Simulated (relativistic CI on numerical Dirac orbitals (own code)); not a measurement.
**Rh³⁺: L2,3 absorption multiplets**

Wanted: the shape of the L2,3 absorption spectrum of Rh³⁺ in 4 surroundings, from the same atomic integrals.

The numbers are computed with relativistic CI on numerical Dirac orbitals (own code) version 1 (Dirac-Coulomb-Breit CI, KLI orbitals optimised for each configuration, model QED (radiative potential, 1s self-energy scaled to tabulated hydrogen-like ionisation energies), valence Slater integrals scaled by 0.9, multiplet model of core-to-valence dipole absorption in a parametric crystal field), except any that are marked as measured or tabulated.

### Step 1. What is computed

- ion: Rh³⁺ (Rh IV)
- nuclear charge: 45
- electrons: 42
- configurations: [Kr] 4d6 → [He] 2s2 2p5 3s2 3p6 3d10 4s2 4p6 4d7
- magnetising field for the dichroism, Lz and Sz: exchange field 10 meV on Sz; these come from the lowest magnetised state alone (0 K)
- temperature of the isotropic spectrum: 300 K
- widths: Lorentz 2.4 eV, Gauss 0.5 eV
- surrounding 1: D4h, 10Dq = 28350, Ds = 770, Dt = -320 cm⁻¹
- surrounding 2: D3d, 10Dq = 39850, Dsigma = 820, Dtau = -230 cm⁻¹
- surrounding 3: Td, 10Dq = -16150 cm⁻¹
- surrounding 4: D3d, 10Dq = 44150, Dsigma = -990, Dtau = -70 cm⁻¹

### Step 2. Surrounding 1: D4h, 10Dq = 28350, Ds = 770, Dt = -320

The run's settings:

```ini
atom Rh  Z=45  charge=3  electrons=42
nucleus A=103  rms_radius_fm=4.4945
hamiltonian dirac-coulomb  breit=on  qed=on  c_scale=1
orbitals kli  potential=per-configuration
slater_scale 0.9
correlation none
mixing on
configurations
  [Kr] 4d6
  [He] 2s2 2p5 3s2 3p6 3d10 4s2 4p6 4d7
end
absorption L2,3 T=300 lorentz=2.4 gauss=0.5
crystal_field D4h 10Dq=28350 Ds=770 Dt=-320
```

The program writes no log. Results of the run, from its result record (rounded, main fields), shortened:

```text
{
  "status": "converged",
  "curve, one point in 3 above 2 % of the maximum [energy, isotropic, mcd, ld] [eV; bohr^2/eV]": [
    [3000.25, 1.311e-06, 3.857e-11, 3.196e-08],
    [3001, 1.569e-06, 4.964e-11, 4.251e-08],
    [3001.75, 1.911e-06, 6.577e-11, 5.796e-08],
    [3002.5, 2.376e-06, 9.031e-11, 8.143e-08],
    [3003.25, 3.033e-06, 1.296e-10, 1.187e-07],
    [3004, 3.999e-06, 1.968e-10, 1.81e-07],
    [3004.75, 5.499e-06, 3.205e-10, 2.922e-07],
    [3005.5, 7.988e-06, 5.695e-10, 5.067e-07],
    [3006.25, 1.247e-05, 1.11e-09, 9.588e-07],
    [3007, 2.127e-05, 2.18e-09, 1.973e-06],
    [3007.75, 3.847e-05, 2.668e-09, 3.766e-06],
    [3008.5, 6.054e-05, -6.794e-10, 2.361e-06],
    [3009.25, 5.733e-05, -3.1e-09, -3.675e-06],
    [3010, 3.473e-05, -1.774e-09, -3.412e-06],
    [3010.75, 1.979e-05, -2.737e-10, -1.974e-06],
    [3011.5, 1.24e-05, 6.186e-10, -1.223e-06],
    [3012.25, 8.563e-06, 8.139e-10, -7.263e-07],
    [3013, 6.043e-06, 5.688e-10, -3.903e-07],
    [3013.75, 4.394e-06, 1.491e-10, -2.714e-07],
    [3014.5, 3.363e-06, -2.352e-11, -1.841e-07],
    [3015.25, 2.626e-06, 3.375e-11, -9.372e-08],
    [3016, 2.082e-06, 7.587e-11, -4.92e-08],
    [3016.75, 1.678e-06, 8.287e-11, -3.817e-08],
    [3017.5, 1.376e-06, 6.716e-11, -3.471e-08],
    [3146.5, 1.453e-06, -1.068e-10, 8.662e-08],
    [3147.25, 2e-06, -1.587e-10, 1.357e-07],
    [3148, 2.911e-06, -2.531e-10, 2.29e-07],
    [3148.75, 4.558e-06, -4.403e-10, 4.225e-07],
    "... 10 more rows left out ..."
  ],
  "sticks, the strongest [energy, strength] [eV, bohr^2]": [
    [3007.88, 3.607e-06],
    [3008.01, 2.906e-06],
    [3008.37, 3.029e-06],
    [3008.72, 7.847e-05],
    [3008.86, 0.0001572],
    [3008.93, 1.171e-06],
    [3009.56, 2.128e-06],
    [3009.9, 1.274e-06],
    [3010.25, 7.507e-07],
    [3012.11, 1.594e-06],
    [3012.43, 8.113e-07],
    [3150.9, 2.269e-06],
    [3151.16, 3.01e-05],
    [3151.3, 5.702e-05]
  ],
  "total [bohr^2]": 0.000350041,
  "centroid [eV]": 3046.2,
  "radial 2p6 4d6 [Ha, bohr]": {"<r^-3>(4d)": 7.6956, "<r^1>(4d)": 1.3676, "<r^2>(4d)": 2.1971, "<r^4>(4d)": 8.4402, "F2(4d,4d)": 0.33436, "F4(4d,4d)": 0.21968, "zeta(4d)": 0.0062551},
  "radial 2p5 4d7 [Ha, bohr]": {"<r^-3>(2p)": 3071.4, "<r^1>(2p)": 0.12256, "<r^2>(2p)": 0.01835, "<r^4>(2p)": 0.00066865, "zeta(2p)": 3.4886, "<r^-3>(4d)": 8.762, "<r^1>(4d)": 1.2992, "<r^2>(4d)": 1.9841, "<r^4>(4d)": 6.9057, "F2(4d,4d)": 0.35171, "F4(4d,4d)": 0.2312, "F2(2p,4d)": 0.086094, "G1(2p,4d)": 0.071864, "G3(2p,4d)": 0.041885, "zeta(4d)": 0.0075153},
  "ground_degeneracy": 1,
  "ground_Lz": 3.3942e-06,
  "ground_Sz": -9.98936e-05,
  "ground_S": 0.043217,
  "core_spin_orbit_splitting [eV]": 147.222,
  "branching_ratio": 0.738156,
  "edge_boundary [eV]": 3085.96,
  "mcd_integrals": [3.15091e-06, -2.52014e-06]
}
```

Wall time 0.42 s (1 thread, shared host).

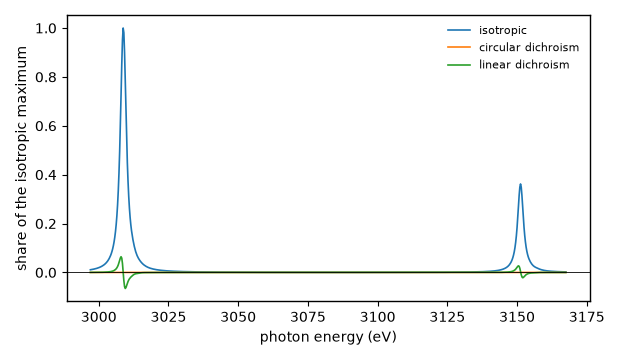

Thermal isotropic spectrum, and the dichroism of the lowest magnetised state alone (0 K, fully polarised).

### Step 3. Surrounding 2: D3d, 10Dq = 39850, Dsigma = 820, Dtau = -230

Changes to the settings of step 2:

```diff
@@ -12,2 +12,2 @@
 absorption L2,3 T=300 lorentz=2.4 gauss=0.5
-crystal_field D4h 10Dq=28350 Ds=770 Dt=-320
+crystal_field D3d 10Dq=39850 Dsigma=820 Dtau=-230
```

From the record:

```text
{
  "status": "converged",
  "curve, one point in 5 above 2 % of the maximum [energy, isotropic, mcd, ld] [eV; bohr^2/eV]": [
    [3001, 1.315e-06, -3.842e-12, -7.197e-08],
    [3002.25, 1.797e-06, -2.003e-12, -9.594e-08],
    [3003.5, 2.598e-06, 4.254e-12, -1.339e-07],
    [3004.75, 4.073e-06, 2.501e-11, -1.986e-07],
    [3006, 7.206e-06, 1.018e-10, -3.204e-07],
    [3007.25, 1.542e-05, 4.19e-10, -5.827e-07],
    [3008.5, 4.06e-05, 4.592e-10, -1.412e-06],
    [3009.75, 6.064e-05, -2.245e-09, -4.651e-06],
    [3011, 2.569e-05, -9.75e-10, -2.408e-06],
    [3012.25, 1.092e-05, -1.098e-10, -8.963e-07],
    [3013.5, 6.069e-06, 2.422e-10, -4.119e-07],
    [3014.75, 3.772e-06, 2.011e-10, -2.066e-07],
    [3016, 2.497e-06, 1.64e-11, -1.158e-07],
    [3017.25, 1.768e-06, -5.413e-12, -8.43e-08],
    [3146.75, 1.322e-06, 1.345e-11, -9.292e-08],
    [3148, 2.222e-06, 2.029e-11, -1.554e-07],
    [3149.25, 4.387e-06, 3.419e-11, -3.042e-07],
    [3150.5, 1.095e-05, 7.085e-11, -7.515e-07],
    [3151.75, 2.435e-05, 1.994e-10, -1.741e-06],
    [3153, 1.401e-05, 1.753e-10, -1.064e-06],
    [3154.25, 5.399e-06, 2.154e-10, -4.02e-07],
    [3155.5, 2.67e-06, 2.09e-10, -1.791e-07],
    [3156.75, 1.604e-06, 1.847e-10, -8.723e-08]
  ],
  "sticks, the strongest [energy, strength] [eV, bohr^2]": [
    [3008.61, 1.944e-06],
    [3008.62, 4.129e-06],
    [3009.45, 7.717e-05],
    [3009.49, 0.0001646],
    [3013.97, 1.219e-06],
    [3014.02, 6.015e-07],
    [3016.64, 3.532e-07],
    [3151.9, 9.565e-05]
  ],
  "total [bohr^2]": 0.000349588,
  "centroid [eV]": 3048.99,
  "ground_degeneracy": 1,
  "ground_Lz": -4.13845e-06,
  "ground_Sz": -4.03123e-05,
  "ground_S": 0.0224961,
  "core_spin_orbit_splitting [eV]": 147.222,
  "branching_ratio": 0.722982,
  "edge_boundary [eV]": 3086.81,
  "mcd_integrals": [-2.4123e-06, 1.72475e-06]
}
```

Run time: 0.45 s. Hardware: 1 thread, shared host.

### Step 4. Surrounding 3: Td, 10Dq = -16150

Changes to the settings of step 3:

```diff
@@ -12,2 +12,2 @@
 absorption L2,3 T=300 lorentz=2.4 gauss=0.5
-crystal_field D3d 10Dq=39850 Dsigma=820 Dtau=-230
+crystal_field Td 10Dq=-16150
```

From the record:

```text
{
  "status": "converged",
  "curve, one point in 6 above 2 % of the maximum [energy, isotropic, mcd, ld] [eV; bohr^2/eV]": [
    [2997.5, 9.434e-07, -2.647e-07, 3.883e-07],
    [2999, 1.296e-06, -3.357e-07, 5.627e-07],
    [3000.5, 1.899e-06, -4.305e-07, 8.84e-07],
    [3002, 3.07e-06, -5.355e-07, 1.572e-06],
    [3003.5, 5.888e-06, -4.785e-07, 3.445e-06],
    [3005, 1.475e-05, 4.76e-07, 1.019e-05],
    [3006.5, 2.894e-05, -5.216e-06, 1.82e-05],
    [3008, 4.475e-05, -2.013e-05, 1.292e-05],
    [3009.5, 3.437e-05, -2.338e-05, 1.811e-06],
    [3011, 1.602e-05, -8.892e-06, -2.753e-06],
    [3012.5, 6.9e-06, -2.6e-06, -8.113e-07],
    [3014, 3.462e-06, -1.398e-06, -3.256e-08],
    [3015.5, 2.075e-06, -8.895e-07, 1.235e-07],
    [3017, 1.39e-06, -6.078e-07, 1.424e-07],
    [3018.5, 9.989e-07, -4.406e-07, 1.304e-07],
    [3146.25, 1.467e-06, 4.144e-07, 7.179e-07],
    [3147.75, 3.378e-06, 4.138e-07, 1.881e-06],
    [3149.25, 7.415e-06, 1.641e-06, 5.091e-06],
    [3150.75, 1.424e-05, 7.912e-06, 6.194e-06],
    [3152.25, 1.182e-05, 1.101e-05, -2.408e-07],
    [3153.75, 5.671e-06, 6.634e-06, -1.388e-06],
    [3155.25, 2.41e-06, 2.767e-06, -5.102e-07],
    [3156.75, 1.162e-06, 1.172e-06, -9.232e-08]
  ],
  "sticks, the strongest [energy, strength] [eV, bohr^2]": [
    [3005.64, 1.38e-05],
    [3006.26, 1.593e-05],
    [3006.28, 9.774e-06],
    [3007.71, 8.194e-06],
    [3007.75, 6.875e-06],
    [3007.84, 7.982e-06],
    [3008.8, 2.289e-05],
    [3008.9, 1.126e-05]
  ],
  "total [bohr^2]": 0.000350789,
  "centroid [eV]": 3041.55,
  "ground_degeneracy": 1,
  "ground_Lz": -0.333816,
  "ground_Sz": -1.62603,
  "ground_S": 1.93153,
  "core_spin_orbit_splitting [eV]": 147.222,
  "branching_ratio": 0.766525,
  "edge_boundary [eV]": 3082.34,
  "mcd_integrals": [-0.0995645, 0.0521883]
}
```

It took 0.56 s on 1 thread, shared host.

### Step 5. Surrounding 4: D3d, 10Dq = 44150, Dsigma = -990, Dtau = -70

Changes to the settings of step 4:

```diff
@@ -12,2 +12,2 @@
 absorption L2,3 T=300 lorentz=2.4 gauss=0.5
-crystal_field Td 10Dq=-16150
+crystal_field D3d 10Dq=44150 Dsigma=-990 Dtau=-70
```

From the record:

```text
{
  "status": "converged",
  "curve, one point in 5 above 2 % of the maximum [energy, isotropic, mcd, ld] [eV; bohr^2/eV]": [
    [3001.25, 1.273e-06, 5.248e-12, 4.82e-08],
    [3002.5, 1.732e-06, 8.704e-12, 6.409e-08],
    [3003.75, 2.49e-06, 1.633e-11, 8.915e-08],
    [3005, 3.87e-06, 3.593e-11, 1.318e-07],
    [3006.25, 6.756e-06, 9.768e-11, 2.119e-07],
    [3007.5, 1.416e-05, 3.341e-10, 3.848e-07],
    [3008.75, 3.697e-05, 5.71e-10, 8.944e-07],
    [3010, 6.226e-05, -1.42e-09, 3.019e-06],
    [3011.25, 2.792e-05, -6.655e-10, 1.775e-06],
    [3012.5, 1.144e-05, -1.039e-10, 6.449e-07],
    [3013.75, 6.073e-06, 4.389e-10, 3.252e-07],
    [3015, 3.899e-06, 8.182e-10, 1.858e-07],
    [3016.25, 2.536e-06, 4.626e-10, 1.002e-07],
    [3017.5, 1.829e-06, 1.512e-10, 5.988e-08],
    [3018.75, 1.309e-06, 7.139e-11, 4.061e-08],
    [3148, 1.923e-06, 8.609e-12, 7.843e-08],
    [3149.25, 3.596e-06, 1.503e-11, 1.452e-07],
    [3150.5, 8.363e-06, 3.314e-11, 3.325e-07],
    [3151.75, 2.17e-05, 6.568e-11, 8.791e-07],
    [3153, 1.883e-05, 4.259e-11, 8.353e-07],
    [3154.25, 7.061e-06, 4.506e-11, 3.143e-07],
    [3155.5, 3.21e-06, 1.046e-10, 1.395e-07],
    [3156.75, 1.83e-06, 1.335e-10, 6.741e-08]
  ],
  "sticks, the strongest [energy, strength] [eV, bohr^2]": [
    [3008.98, 3.967e-06],
    [3008.99, 2.092e-06],
    [3009.84, 0.0001584],
    [3009.86, 8.277e-05],
    [3014.89, 4.834e-07],
    [3014.95, 7.822e-07],
    [3017.66, 3.244e-07],
    [3152.26, 9.77e-05]
  ],
  "total [bohr^2]": 0.000349434,
  "centroid [eV]": 3050.08,
  "ground_degeneracy": 1,
  "ground_Lz": -1.68335e-06,
  "ground_Sz": -2.87837e-05,
  "ground_S": 0.0170452,
  "core_spin_orbit_splitting [eV]": 147.222,
  "branching_ratio": 0.717836,
  "edge_boundary [eV]": 3085.1,
  "mcd_integrals": [-1.13925e-06, 8.44573e-07]
}
```

Wall time 0.45 s (1 thread, shared host).

### Step 6. The spectra side by side

| surrounding | ground S | Lz (0 K) | Sz (0 K) | centroid (eV) | share of the lower edge | up to four highest peaks (% of the highest), eV |
| --- | --- | --- | --- | --- | --- | --- |
| 1: D4h | 0.04 | 0.00 | 0.00 | 3046.20 | 0.738 | 3008.8 (100), 3151.2 (36) |
| 2: D3d | 0.02 | 0.00 | 0.00 | 3048.99 | 0.723 | 3009.5 (100), 3152.0 (39) |
| 3: Td | 1.93 | -0.33 | -1.63 | 3041.55 | 0.767 | 3008.5 (100), 3151.2 (33) |
| 4: D3d | 0.02 | 0.00 | 0.00 | 3050.08 | 0.718 | 3009.8 (100), 3152.2 (40) |

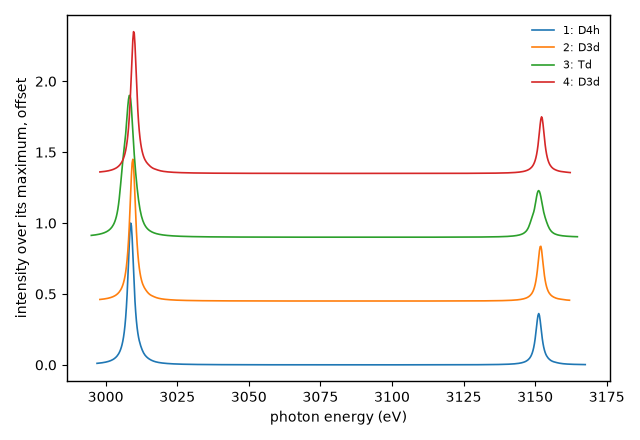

The spectra, each scaled to its maximum and offset.

### Step 7. Outcome

| quantity | value |
| --- | --- |
| highest peak, first run | 3008.8 eV |
| ground spin (effective S from ⟨S²⟩) | 0.02 to 1.93 |
| share of the lower edge | 0.718 to 0.767 |
| core spin-orbit splitting (without Breit) | 147.22 eV |

**Reading.** The ground spin changes between the runs (1.93 to 0.02), and the line shape with it. The lower edge takes 0.74 of the intensity in surrounding 1, above the statistical 0.67. The position of the maximum differs by up to 1.2 eV between the surroundings, by shifts of peaks or by peaks exchanging rank. Edge positions are free-ion values and differ from those in solids by a few eV or more.
